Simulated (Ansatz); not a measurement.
# Geometry relaxation of C$_{2}$H$_{2}$F$_{2}$Si

C$_{2}$H$_{2}$F$_{2}$Si, SMILES FC1=C(F)[SiH2]1, computed with RKS PBE0-D4/def2-TZVP (Ansatz 0.2.0).

The geometry: PBE-D4/def2-SVP start. Figures and captions count atoms from 1; the log counts them from 0 in places.

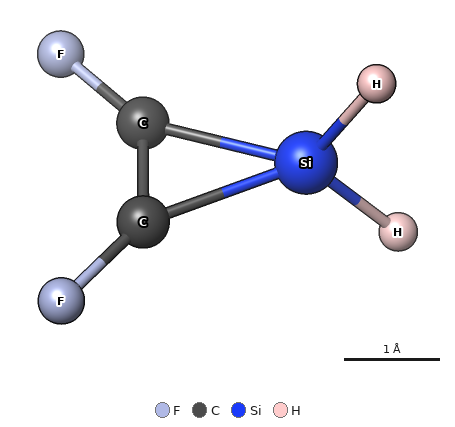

Fig. 1: The structure as given in the input (ball-and-stick view, seen at a tilt). Bond lengths as drawn: C–C 1.34 Å, C–F 1.33 Å, C–Si 1.85 Å and H–Si 1.50 Å.

### Input file
```yaml
crystal:
  periodic: [false, false, false]
  atoms:
    - {symbol: F, position_ang: [0.337659, -1.545507, 1.703168]}
    - {symbol: C, position_ang: [0.114905, -0.715180, 0.690339]}
    - {symbol: C, position_ang: [-0.494621, -0.709906, -0.507534]}
    - {symbol: F, position_ang: [-1.184311, -1.532799, -1.289962]}
    - {symbol: Si, position_ang: [0.274796, 0.932077, -0.137715]}
    - {symbol: H, position_ang: [-0.543319, 2.122843, 0.283194]}
    - {symbol: H, position_ang: [1.556091, 1.380371, -0.786991]}
basis:
  gaussian: {orbitals: def2-TZVP}
hamiltonian: {xc: pbe0, dispersion: d4}
relax: {f_tol: 0.005, max_steps: 150}
```

Hardware: 2 threads of Arm Neoverse V2, 23 GiB of memory available, shared host.

Launch command:
```bash
ansatz run in.yaml --threads 2 --pin off --events-out ev --progress --plain --max-ram 4352MiB
```

### Output
```
Functional definition: PBE0
  name "PBE0"
  cite "Adamo & Barone, J. Chem. Phys. 110, 6158 (1999) doi:10.1063/1.478522"
  cite "Perdew, Burke & Ernzerhof, Phys. Rev. Lett. 77, 3865 (1996) doi:10.1103/PhysRevLett.77.3865"
  parent pbe
  parameter a = 0.25
  parameter kappa = 0.804
  parameter beta = 0.06672455060314922
  exchange = (1 - a)*pbe_x(kappa = kappa, mu = beta*pi^2/3) + a*exact_x
  correlation = pbe_c(beta = beta)
1028 factors; their error is unknown
mean field evaluation 1: about -15404.2962 eV, gradient 3.8e1 eV
mean field evaluation 2: about -15402.9051 eV, gradient 4.2e1 eV
mean field evaluation 4: about -15407.4610 eV, gradient 2.1e0 eV
mean field evaluation 8: about -15407.4646 eV, gradient 1.3e-2 eV
mean field evaluation 16: about -15407.5244 eV, gradient 4.0e-5 eV
mean field -15407.52442528 eV, -566.2160790339 hartree, gradient 4.0e-5 eV, S^2 0.000000; 0 other end points of the search recorded, 0 dependent functions left out
the calculation of the forces begins
reference -15407.52445137 eV, -566.2160799927 hartree; 23, 23 occupied and 150, 150 virtual orbitals, 1028 factors
relax step   1: F+E_penalty+E_count = -15407.63527264 eV  Δ(F+E_penalty+E_count) = +0.000e0 eV  max|allowed force component| = 7.450e-1 eV/Å  Δτ_max = 0.0000 Å  (28 SCF iters, accepted)
these checks for a lower state are left out or cut short: starts, cluster_reference, orbital_swaps, neighbouring_geometries, increment
1028 factors; their error is unknown
mean field -15407.56175124 eV, -566.2174507375 hartree, gradient 8.9e-6 eV, S^2 0.000000; 0 other end points of the search recorded, 0 dependent functions left out
the calculation of the forces begins
reference -15407.56177726 eV, -566.2174516938 hartree; 23, 23 occupied and 150, 150 virtual orbitals, 1028 factors
relax step   2: F+E_penalty+E_count = -15407.67302595 eV  Δ(F+E_penalty+E_count) = -3.775e-2 eV  max|allowed force component| = 4.475e-1 eV/Å  Δτ_max = 0.0198 Å  (33 SCF iters, accepted)
these checks for a lower state are left out or cut short: starts, cluster_reference, orbital_swaps, neighbouring_geometries, increment
1028 factors; their error is unknown
mean field -15407.56900584 eV, -566.2177173394 hartree, gradient 9.1e-6 eV, S^2 0.000000; 0 other end points of the search recorded, 0 dependent functions left out
the calculation of the forces begins
reference -15407.56903181 eV, -566.2177182937 hartree; 23, 23 occupied and 150, 150 virtual orbitals, 1028 factors
relax step   3: F+E_penalty+E_count = -15407.68059817 eV  Δ(F+E_penalty+E_count) = -7.572e-3 eV  max|allowed force component| = 5.533e-2 eV/Å  Δτ_max = 0.0126 Å  (34 SCF iters, accepted)
these checks for a lower state are left out or cut short: starts, cluster_reference, orbital_swaps, neighbouring_geometries, increment
1028 factors; their error is unknown
mean field evaluation 32: about -15407.5118 eV, gradient 3.8e-1 eV
mean field -15407.56917870 eV, -566.2177236916 hartree, gradient 9.1e-6 eV, S^2 0.000000; 0 other end points of the search recorded, 0 dependent functions left out
the calculation of the forces begins
reference -15407.56920467 eV, -566.2177246461 hartree; 23, 23 occupied and 150, 150 virtual orbitals, 1028 factors
relax step   4: F+E_penalty+E_count = -15407.68076576 eV  Δ(F+E_penalty+E_count) = -1.676e-4 eV  max|allowed force component| = 2.881e-2 eV/Å  Δτ_max = 0.0025 Å  (33 SCF iters, accepted)
these checks for a lower state are left out or cut short: starts, cluster_reference, orbital_swaps, neighbouring_geometries, increment
1028 factors; their error is unknown
mean field -15407.56834541 eV, -566.2176930690 hartree, gradient 9.4e-6 eV, S^2 0.000000; 0 other end points of the search recorded, 0 dependent functions left out
the calculation of the forces begins
reference -15407.56837138 eV, -566.2176940234 hartree; 23, 23 occupied and 150, 150 virtual orbitals, 1028 factors
relax step   5: F+E_penalty+E_count = -15407.67992249 eV  Δ(F+E_penalty+E_count) = +8.433e-4 eV  max|allowed force component| = 1.613e-1 eV/Å  Δτ_max = 0.0068 Å  (33 SCF iters, rejected (line search))
these checks for a lower state are left out or cut short: starts, cluster_reference, orbital_swaps, neighbouring_geometries, increment
1028 factors; their error is unknown
mean field -15407.56927797 eV, -566.2177273397 hartree, gradient 9.1e-6 eV, S^2 0.000000; 0 other end points of the search recorded, 0 dependent functions left out
the calculation of the forces begins
reference -15407.56930394 eV, -566.2177282942 hartree; 23, 23 occupied and 150, 150 virtual orbitals, 1028 factors
relax step   6: F+E_penalty+E_count = -15407.68086481 eV  Δ(F+E_penalty+E_count) = -9.905e-5 eV  max|allowed force component| = 3.561e-3 eV/Å  Δτ_max = 0.0033 Å  (34 SCF iters, accepted)
1028 factors; their error is unknown
mean field evaluation 64: about -15407.5106 eV, gradient 1.0e0 eV
```

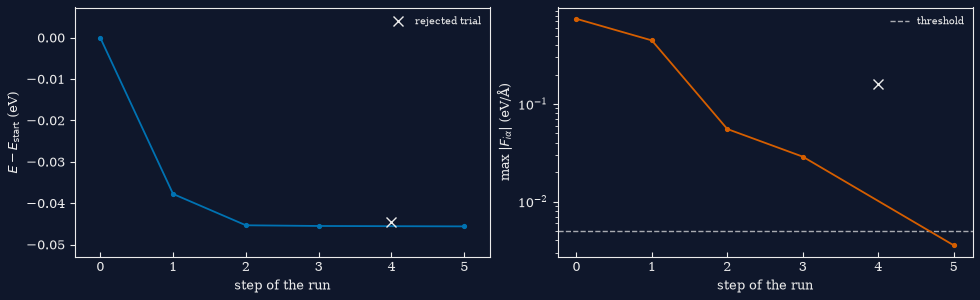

Fig. 2: Progress of the relaxation, step by step (the first geometry is step 0 here and step 1 in the log).

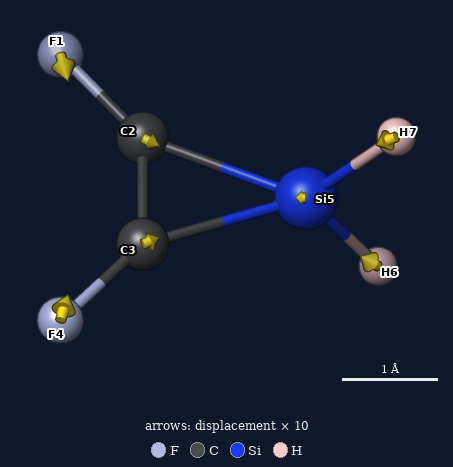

Fig. 3: The starting structure with the displacements as yellow arrows, magnified 10 times (ball-and-stick view, seen at a tilt). The two geometries are laid on each other by the best rigid fit. The largest moves after the best rigid fit, 0.035 Å, are those of F1 and F4. Largest moves by element: F 0.035 Å, H 0.028 Å, C 0.021 Å, Si 0.012 Å. Among the contacts that change: C2–Si5 1.851 → 1.818 Å, Si5–H6 1.505 → 1.485 Å, C2–C3 1.344 → 1.324 Å, C3–F4 1.329 → 1.317 Å. The energy falls by 0.046 eV in 5 geometry steps. The largest force component goes from 0.75 to 0.0036 eV/Å. The line search rejected the trial step at point 4 (counted from 0) and went back. (Atoms are counted from 1 in the order of the input.)

```
mean field -15407.56927797 eV, -566.2177273397 hartree, gradient 9.1e-6 eV, S^2 0.000000; 1 other end points of the search recorded, 0 dependent functions left out
the calculation of the forces begins
reference -15407.56930394 eV, -566.2177282942 hartree; 23, 23 occupied and 150, 150 virtual orbitals, 1028 factors
Total energy: -15407.68089078 eV, -566.2218290350 hartree
Atom 0 at     0.324470    -1.537610     1.672047 Å, force    -0.002405    -0.003482    -0.002315 eV/Å
Atom 1 at     0.115338    -0.697262     0.679256 Å, force     0.000793     0.001683     0.000421 eV/Å
Atom 2 at    -0.484917    -0.692197    -0.501334 Å, force     0.000149     0.001804    -0.000994 eV/Å
Atom 3 at    -1.166772    -1.525013    -1.260969 Å, force     0.000436    -0.003561     0.003341 eV/Å
Atom 4 at     0.271597     0.920638    -0.136157 Å, force     0.000566     0.001878    -0.000195 eV/Å
Atom 5 at    -0.533516     2.097381     0.278251 Å, force     0.000839     0.000622    -0.000440 eV/Å
Atom 6 at     1.535000     1.365962    -0.776596 Å, force    -0.000377     0.001055     0.000182 eV/Å
Dipole moment:     0.097430     0.344858    -0.048063 e Å
```

### Trajectory as extended XYZ (Å, eV, eV/Å), 6 frames, from step=1 to step=6
```
7
Properties=species:S:1:pos:R:3:forces:R:3 step=1 energy=-15407.63527
F     0.3377   -1.5455    1.7032   -0.1394   0.2773  -0.4681
C     0.1149   -0.7152    0.6903   -0.2984   0.2426  -0.7450
C    -0.4946   -0.7099   -0.5075    0.4324   0.2329   0.6784
F    -1.1843   -1.5328   -1.2900    0.2961   0.2760   0.3919
Si    0.2748    0.9321   -0.1377   -0.1805  -0.6374   0.0886
H    -0.5433    2.1228    0.2832    0.1944  -0.2843  -0.0998
H     1.5561    1.3804   -0.7870   -0.3046  -0.1071   0.1540
7
Properties=species:S:1:pos:R:3:forces:R:3 step=2 energy=-15407.67303
F     0.3311   -1.5387    1.6858   -0.0622   0.0852  -0.1816
C     0.1140   -0.7062    0.6827   -0.0455   0.1860  -0.2161
C    -0.4887   -0.7011   -0.5024    0.1496   0.1828   0.1647
F    -1.1740   -1.5260   -1.2744    0.1103   0.0848   0.1583
Si    0.2735    0.9275   -0.1371   -0.1267  -0.4475   0.0620
H    -0.5361    2.1055    0.2796    0.0454  -0.0664  -0.0232
H     1.5413    1.3709   -0.7797   -0.0711  -0.0250   0.0359
7
Properties=species:S:1:pos:R:3:forces:R:3 step=3 energy=-15407.68060
F     0.3274   -1.5336    1.6749   -0.0128  -0.0224  -0.0095
C     0.1149   -0.6980    0.6789    0.0330   0.0215   0.0495
C    -0.4849   -0.6929   -0.5008   -0.0207   0.0215  -0.0553
F    -1.1674   -1.5210   -1.2650    0.0001  -0.0224   0.0156
Si    0.2715    0.9202   -0.1361   -0.0065  -0.0230   0.0032
H    -0.5353    2.0946    0.2792    0.0012   0.0132  -0.0005
H     1.5351    1.3625   -0.7766    0.0058   0.0115  -0.0029
7
Properties=species:S:1:pos:R:3:forces:R:3 step=4 energy=-15407.68077
F     0.3262   -1.5354    1.6739   -0.0087  -0.0156  -0.0061
C     0.1150   -0.6980    0.6792    0.0177   0.0136   0.0252
C    -0.4850   -0.6929   -0.5011   -0.0099   0.0135  -0.0288
F    -1.1672   -1.5228   -1.2634   -0.0002  -0.0156   0.0104
Si    0.2714    0.9200   -0.1361   -0.0009  -0.0030   0.0004
H    -0.5338    2.0963    0.2784   -0.0018   0.0045   0.0009
H     1.5347    1.3649   -0.7764    0.0038   0.0025  -0.0019
7
Properties=species:S:1:pos:R:3:forces:R:3 step=5 energy=-15407.67992 accepted=F
F     0.3229   -1.5408    1.6713   -0.0057   0.0793  -0.0667
C     0.1173   -0.6939    0.6806   -0.1109  -0.1223  -0.1313
C    -0.4849   -0.6889   -0.5035    0.0403  -0.1205   0.1613
F    -1.1671   -1.5282   -1.2595    0.0528   0.0801   0.0485
Si    0.2717    0.9211   -0.1362    0.0173   0.0616  -0.0087
H    -0.5340    2.0971    0.2785    0.0047   0.0103  -0.0024
H     1.5353    1.3654   -0.7768    0.0014   0.0115  -0.0007
7
Properties=species:S:1:pos:R:3:forces:R:3 step=6 energy=-15407.68087
F     0.3245   -1.5376    1.6720   -0.0024  -0.0035  -0.0023
C     0.1153   -0.6973    0.6793    0.0008   0.0017   0.0004
C    -0.4849   -0.6922   -0.5013    0.0001   0.0018  -0.0010
F    -1.1668   -1.5250   -1.2610    0.0004  -0.0036   0.0033
Si    0.2716    0.9206   -0.1362    0.0006   0.0019  -0.0002
H    -0.5335    2.0974    0.2783    0.0008   0.0006  -0.0004
H     1.5350    1.3660   -0.7766   -0.0004   0.0011   0.0002
```

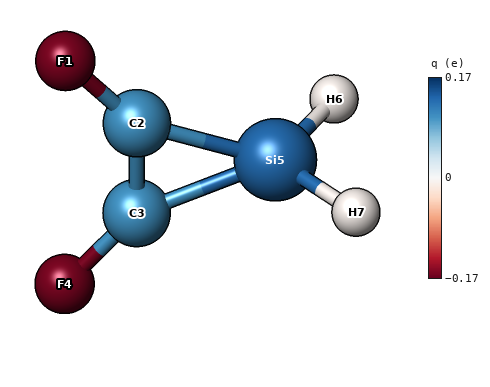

Fig. 4: Mulliken charges, as the colour of each atom (ball-and-stick view, seen at a tilt; atoms are numbered from 1 in the order of the input). By element: F −0.16, C +0.10, Si +0.13 and H −0.01 e.

### Key numbers

| quantity | value |
| --- | --- |
| outcome | converged |
| total energy | −15407.6809 eV |
| mean-field energy | −15407.5693 eV |
| dispersion energy | −0.1116 eV |
| SCF solution under orbital rotations | stable |
| largest force (length of the vector) at the end | 0.005 eV/Å |
| dipole moment | 1.74 D |
| wall time | 25 s (CPU time 47 s) |
| peak memory | 0.36 GiB |
